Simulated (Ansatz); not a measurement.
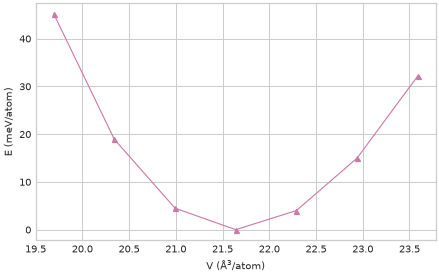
Figure: BaO (rock salt, Fm-3m) under volume change, PBE in the plane-wave PAW code Ansatz, scaled uniformly.

**Question.** What does a third-order Birch–Murnaghan fit give for V₀, B₀ and B′?

**Answer.** V₀ = 21.64 Å³/atom, B₀ = 69.1 GPa, B′ = 4.6.

The cell was relaxed with PBE under the symmetry of its start. Spin–orbit coupling is left out wherever it is not named.

Potentials: the later of the program's two PAW sets.
